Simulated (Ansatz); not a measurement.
C$_{2}$H$_{10}$OSi$_{2}$: several calculations on one system

## 1. Relaxation

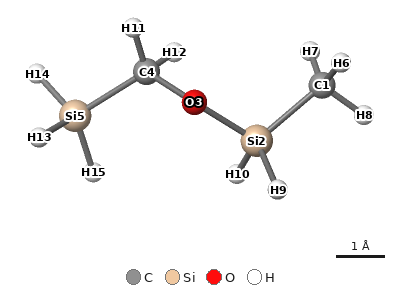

C₂H₁₀OSi₂, before the relaxation. A ball-and-stick model, seen face on.

The run prepares an end point of a later path (torsion) calculation, from a guessed geometry.

Level of theory: RKS PBE0-D4/6-31G (Ansatz).

The input:
```yaml
crystal:
  periodic: [false, false, false]
  atoms:
    - { symbol: C, position_ang: [-2.1548, 0.5775, 1.3] }
    - { symbol: Si, position_ang: [-0.7085, 1.2173, 0.3876] }
    - { symbol: O, position_ang: [0.6269, 0.3261, 0.72] }
    - { symbol: C, position_ang: [0.9707, -0.9073, 0.0472] }
    - { symbol: Si, position_ang: [1.9894, -0.9077, -1.5013] }
    - { symbol: H, position_ang: [-2.0595, 0.6878, 2.3705] }
    - { symbol: H, position_ang: [-2.4052, -0.4137, 1.0332] }
    - { symbol: H, position_ang: [-3.0414, 1.2456, 1.0335] }
    - { symbol: H, position_ang: [-0.4332, 2.6519, 0.7803] }
    - { symbol: H, position_ang: [-0.9423, 1.1496, -1.0495] }
    - { symbol: H, position_ang: [1.3894, -1.5628, 0.8024] }
    - { symbol: H, position_ang: [-0.0321, -1.4141, -0.1642] }
    - { symbol: H, position_ang: [3.2832, -0.3167, -1.1967] }
    - { symbol: H, position_ang: [2.1354, -2.2758, -1.9737] }
    - { symbol: H, position_ang: [1.3603, -0.1084, -2.56] }
basis:
  gaussian: { orbitals: "6-31G" }
hamiltonian:
  xc: pbe0
  dispersion: d4
relax:
  f_tol: 0.015
  max_steps: 40
```

Run as
```bash
ansatz run input.yaml --threads 1 --pin off --max-ram 2048MiB --backend cpu --events-out ev --progress --plain --runs-dir out
```

Question: Where does the relaxation end?

Answer: The energy falls by 13.5 kcal/mol in 10 geometry steps. Largest force component: 3.2 eV/Å at the start, 0.0045 eV/Å at the end. The forces were under the threshold at step 6, but the run went on from there. The largest move after the best rigid fit is that of H10, 0.27 Å. Largest moves by element: H 0.27 Å, O 0.19 Å, Si 0.12 Å, C 0.11 Å. Near-neighbour distances that change, for instance: Si2–O3 1.640 → 1.738 Å, C4–Si5 1.854 → 1.929 Å, C1–Si2 1.826 → 1.899 Å, Si2–H10 1.458 → 1.512 Å. Among the angles between lasting bonds that change: O3–C4–Si5 121.3° → 108.8°, O3–C4–H12 104.8° → 112.6°, H11–C4–H12 101.5° → 107.1°.

The structure at the end:

```xyz
15

C    -2.1925    0.5757    1.2718
Si   -0.7195    1.3209    0.3324
O     0.7335    0.3995    0.5806
C     0.9113   -0.9616    0.1211
Si    1.9825   -0.9430   -1.4831
H    -1.9917    0.5517    2.3468
H    -2.4057   -0.4451    0.9385
H    -3.0889    1.1817    1.0990
H    -0.3782    2.6873    0.8407
H    -1.0516    1.3754   -1.1418
H     1.4333   -1.5090    0.9126
H    -0.0446   -1.4779   -0.0541
H     3.3343   -0.3650   -1.1826
H     2.1532   -2.3406   -2.0262
H     1.3029   -0.1005   -2.5265
```

The end point in the same view:

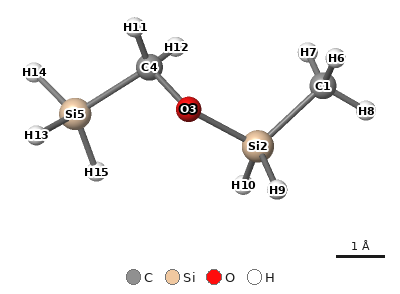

Limits of the set-up: the basis has no polarisation functions, which atoms past neon need.

## 2. Relaxation

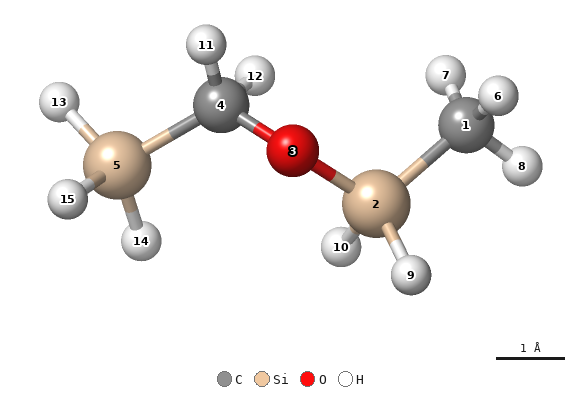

This is the input geometry for a relaxation of C₂H₁₀OSi₂. Style: ball-and-stick. Shown face on.

The run prepares an end point of a later path (torsion) calculation, from a guessed geometry.

These are results of RKS PBE0-D4/6-31G in Ansatz, not measurements.

Input file:
```yaml
crystal:
  periodic: [false, false, false]
  atoms:
    - { symbol: C, position_ang: [-2.1548, 0.5775, 1.3] }
    - { symbol: Si, position_ang: [-0.7085, 1.2173, 0.3876] }
    - { symbol: O, position_ang: [0.6269, 0.3261, 0.72] }
    - { symbol: C, position_ang: [0.9707, -0.9073, 0.0472] }
    - { symbol: Si, position_ang: [1.9894, -0.9077, -1.5013] }
    - { symbol: H, position_ang: [-2.0595, 0.6878, 2.3705] }
    - { symbol: H, position_ang: [-2.4052, -0.4137, 1.0332] }
    - { symbol: H, position_ang: [-3.0414, 1.2456, 1.0335] }
    - { symbol: H, position_ang: [-0.4332, 2.6519, 0.7803] }
    - { symbol: H, position_ang: [-0.9423, 1.1496, -1.0495] }
    - { symbol: H, position_ang: [1.3894, -1.5628, 0.8024] }
    - { symbol: H, position_ang: [-0.0321, -1.4141, -0.1642] }
    - { symbol: H, position_ang: [2.14635, -2.2844, -1.94409] }
    - { symbol: H, position_ang: [1.31841, -0.10459, -2.51173] }
    - { symbol: H, position_ang: [3.32642, -0.34846, -1.2665] }
basis:
  gaussian: { orbitals: "6-31G" }
hamiltonian:
  xc: pbe0
  dispersion: d4
relax:
  f_tol: 0.015
  max_steps: 40
```

Run as
```bash
ansatz run input.yaml --threads 1 --pin off --max-ram 2048MiB --backend cpu --events-out ev --progress --plain --runs-dir out
```

Where does the relaxation end?

Answer. The largest move after the best rigid fit is that of H10, 0.26 Å. Largest moves by element: H 0.26 Å, O 0.19 Å, Si 0.12 Å, C 0.11 Å. Among the contacts that change: Si2–O3 1.640 → 1.738 Å, C4–Si5 1.854 → 1.929 Å, C1–Si2 1.826 → 1.899 Å, Si2–H10 1.458 → 1.512 Å. Bond angles that change, for instance: O3–C4–Si5 121.3° → 108.8°, O3–C4–H12 104.8° → 112.6°, H11–C4–H12 101.5° → 107.1°. Over 9 geometry steps the energy falls by 13.4 kcal/mol. The largest force component goes from 3.2 to 0.0079 eV/Å. Cost: 2 min on 1 thread of Intel(R) Xeon(R) Processor @ 2.50GHz (Skylake/Cascade Lake), on a shared host, peak memory 0.19 GiB.

Final geometry:

```xyz
15

C    -2.1879    0.5767    1.2753
Si   -0.7161    1.3185    0.3311
O     0.7370    0.3975    0.5809
C     0.9127   -0.9649    0.1234
Si    1.9776   -0.9482   -1.4848
H    -1.9895    0.5634    2.3510
H    -2.3949   -0.4483    0.9507
H    -3.0874    1.1762    1.0948
H    -0.3738    2.6870    0.8335
H    -1.0508    1.3684   -1.1428
H     1.4375   -1.5107    0.9142
H    -0.0442   -1.4812   -0.0465
H     2.1457   -2.3460   -2.0283
H     1.2935   -0.1048   -2.5246
H     3.3311   -0.3710   -1.1906
```

After the run, drawn alike:

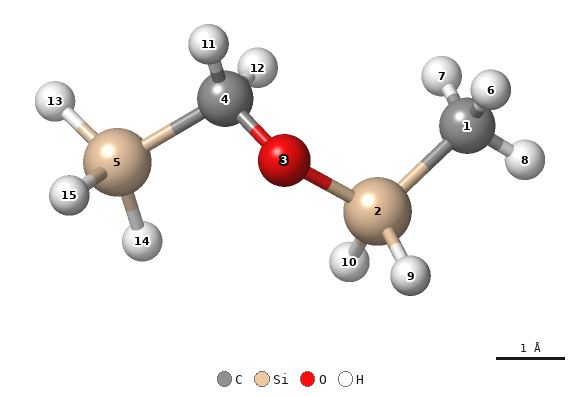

Limits of the set-up: the basis has no polarisation functions, which atoms past neon need.

## 3. Path

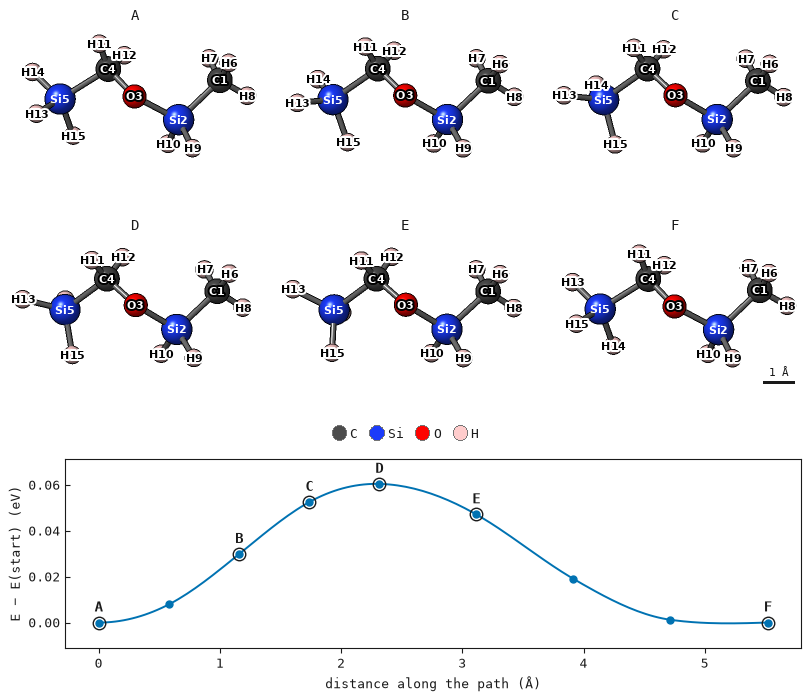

A nudged-elastic-band calculation for C$_{2}$H$_{10}$OSi$_{2}$. Images are numbered from 0 (start) to 8 (end). Frames A to F are images 0, 2, 3, 4, 5, 8. The picture is a ball-and-stick view, seen face on.

Theory: RKS PBE0-D4/6-31G (Ansatz 0.2.0).

Input
```yaml
crystal:
  periodic: [false, false, false]
  atoms:
    - { symbol: C, position_ang: [-2.19228, 0.57584, 1.272208] }
    - { symbol: Si, position_ang: [-0.719603, 1.320866, 0.332058] }
    - { symbol: O, position_ang: [0.733583, 0.399845, 0.580258] }
    - { symbol: C, position_ang: [0.911458, -0.961436, 0.121254] }
    - { symbol: Si, position_ang: [1.982219, -0.943232, -1.483324] }
    - { symbol: H, position_ang: [-1.991143, 0.55223, 2.347166] }
    - { symbol: H, position_ang: [-2.405393, -0.445121, 0.939332] }
    - { symbol: H, position_ang: [-3.088803, 1.181597, 1.099357] }
    - { symbol: H, position_ang: [-0.378377, 2.687527, 0.83985] }
    - { symbol: H, position_ang: [-1.052082, 1.374862, -1.142066] }
    - { symbol: H, position_ang: [1.433806, -1.508496, 0.912734] }
    - { symbol: H, position_ang: [-0.044391, -1.477945, -0.053509] }
    - { symbol: H, position_ang: [3.334039, -0.364969, -1.183319] }
    - { symbol: H, position_ang: [2.153013, -2.340987, -2.025913] }
    - { symbol: H, position_ang: [1.302255, -0.101281, -2.526788] }
basis:
  gaussian: { orbitals: "6-31G" }
hamiltonian:
  xc: pbe0
  dispersion: d4
neb:
  order_check: false
  images: 7
  f_tol: 0.05
  max_iterations: 22
  initial_path: idpp
  final_atoms:
    - { symbol: C, position_ang: [-2.18724943, 0.4904557, 1.31418454] }
    - { symbol: Si, position_ang: [-0.88182623, 1.25077043, 0.16276619] }
    - { symbol: O, position_ang: [0.69758341, 0.58592044, 0.45523109] }
    - { symbol: C, position_ang: [1.04373186, -0.79873025, 0.21130552] }
    - { symbol: Si, position_ang: [2.01876605, -0.91253356, -1.44915532] }
    - { symbol: H, position_ang: [-1.93878249, 0.68520275, 2.36158916] }
    - { symbol: H, position_ang: [-2.26128354, -0.59290018, 1.17362522] }
    - { symbol: H, position_ang: [-3.17028256, 0.92628682, 1.10303682] }
    - { symbol: H, position_ang: [-0.71453671, 2.71751471, 0.41380679] }
    - { symbol: H, position_ang: [-1.28894175, 1.00651499, -1.27299196] }
    - { symbol: H, position_ang: [1.67732427, -1.12889575, 1.04083572] }
    - { symbol: H, position_ang: [0.16308891, -1.45848648, 0.1936817] }
    - { symbol: H, position_ang: [2.35832473, -2.34718715, -1.77148707] }
    - { symbol: H, position_ang: [1.17369571, -0.35483176, -2.5604958] }
    - { symbol: H, position_ang: [3.28868876, -0.11980071, -1.3466346] }
```

Command:
```bash
ansatz run input.yaml --threads 1 --pin off --max-ram 2048MiB --backend cpu --events-out ev --progress --plain --runs-dir out
```

Question: Describe the mechanism and the energy profile.

Answer: The barrier is about 0.060 eV in both directions, with image 4 at the top; the ends have the same energy. The motion is a rotation about the C4–Si5 bond by about 120°. No bond forms or breaks between the ends. Among the angles between lasting bonds that change up to the highest image: O3–C4–Si5 108.8° → 112.5°. The band is converged. At the top, the vibrational analysis gives one imaginary mode (119i cm⁻¹), as a transition state must have.

Limits of the set-up: the basis has no polarisation functions, which atoms past neon need.

Cost: 15 min on 1 thread of Intel(R) Xeon(R) Processor @ 2.50GHz (Skylake/Cascade Lake), on a shared host, peak memory 0.19 GiB.
